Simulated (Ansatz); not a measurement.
**Profile along the C–Hf line in HfC (rock salt)**

HfC (rock salt)

```
HfC
1.0
    0.00000     2.30362     2.30362
    2.30362     0.00000     2.30362
    2.30362     2.30362     0.00000
C Hf
1 1
Direct
  0.00000   0.00000   0.00000
  0.50000   0.50000   0.50000
```

Fields along a shortest C–Hf line of a {110} plane (2.30 Å), from C to Hf, interpolated on the slice's grid (step about 0.2 Å). All values below come from PBEsol (plane waves to 420 eV, PAW, scalar-relativistic; Ansatz, a program for electronic structure). k mesh 17×17×17. Inside the PAW spheres the values are not all-electron values, and peaks at nuclei hang on which shells count as valence. HfC is run without spin polarisation. HfC was relaxed with its symmetry unable to fall. Spin-orbit coupling is left out, though Hf is heavy.

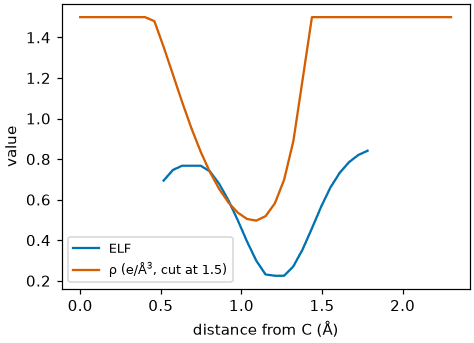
Figure. ELF (away from the nuclei) and valence density from C to Hf.

Density on the C–Hf line (2.30 Å) at its density minimum, 1.1 Å from C: 0.50 e/Å³. ELF at that point: 0.3.
